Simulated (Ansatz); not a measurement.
CH6F2Si2 (SMILES F[SiH2]C[SiH2]F)

Input file:

```
crystal:
  periodic: [false, false, false]
  atoms:
    - {symbol: F, position_ang: [-2.727158, -0.975035, 0.318751]}
    - {symbol: Si, position_ang: [-1.395532, -0.604808, -0.490710]}
    - {symbol: C, position_ang: [-0.130936, 0.055680, 0.696181]}
    - {symbol: Si, position_ang: [1.508677, 0.549411, -0.019395]}
    - {symbol: F, position_ang: [2.449199, 1.092342, 1.157961]}
    - {symbol: H, position_ang: [-1.760355, 0.412072, -1.506802]}
    - {symbol: H, position_ang: [-0.916930, -1.843720, -1.150783]}
    - {symbol: H, position_ang: [0.048212, -0.707901, 1.462470]}
    - {symbol: H, position_ang: [-0.560206, 0.930427, 1.199064]}
    - {symbol: H, position_ang: [1.355212, 1.644734, -1.007513]}
    - {symbol: H, position_ang: [2.195117, -0.610304, -0.638624]}
basis:
  gaussian: {orbitals: def2-TZVPP}
hamiltonian: {xc: pbe0, dispersion: d4}
output: {orbitals: {seedname: orbitals}}
```

Run with:

```sh
ansatz run in.yaml --threads 4 --pin off --events-out ev --progress --plain --max-ram 10444MiB
```

Geometry: PBE0-D4/def2-TZVP.

All numbers below come from Ansatz, RKS PBE0-D4/def2-TZVPP.

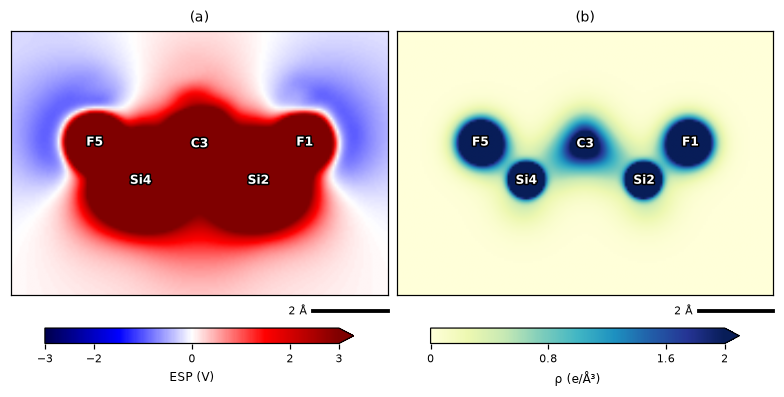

Figure 1. (a) electrostatic potential; (b) total electron density on the plane of atoms F1, Si2 and C3.

**Read the bonding off the picture.**

- The plane passes through F, Si and C nuclei.
- Si–F (1.60 Å): ρ at the midpoint is about 1.2 e/Å³.
- C–Si (1.86 Å): ρ at the midpoint is about 0.98 e/Å³.
- Outside the dense part of the molecule the potential is most negative (−1.0 V) near F1 and F5.

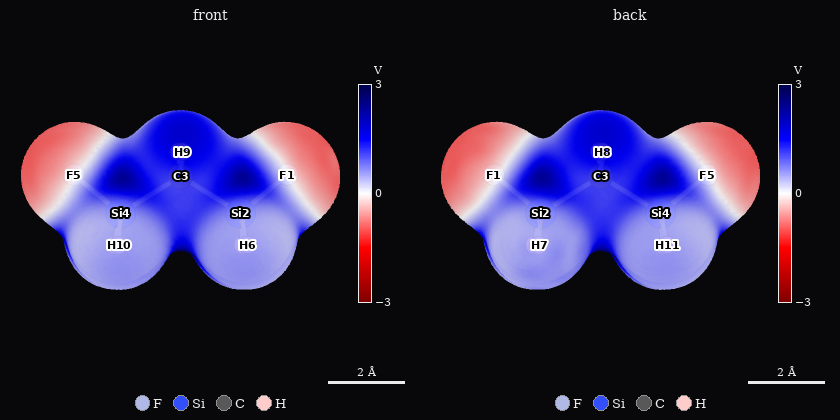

Figure 2. The molecular electrostatic potential painted on the density surface at 0.004 e/bohr³, seen from the front and from behind; the colour scale runs from red (negative) to blue (positive).

**Describe the electrostatic potential map.**

The most negative region (about −0.9 V) lies over F1 and F5, the most positive (about +2.9 V) over Si2 and Si4.

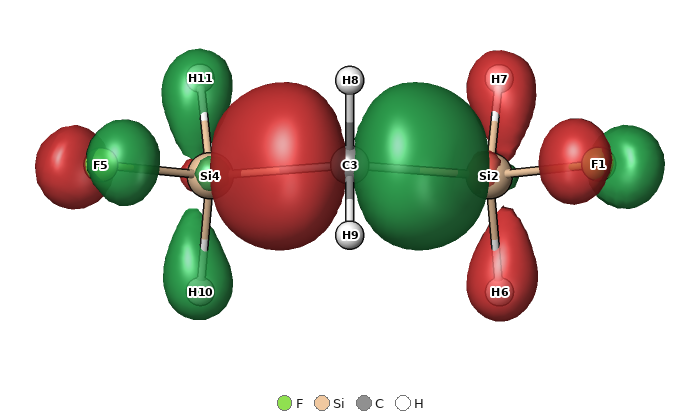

Figure 3. The HOMO at ±0.15 Å⁻³ᐟ² (green and red are the two phases), seen from one side.

**Where does this orbital lie, and at what energy?**

By Hirshfeld shares it lies mainly on C3 (about 35 %), Si2 (about 15 %), Si4 (about 15 %), F1 (about 10 %) and F5 (about 10 %). Its energy is −9.34 eV.
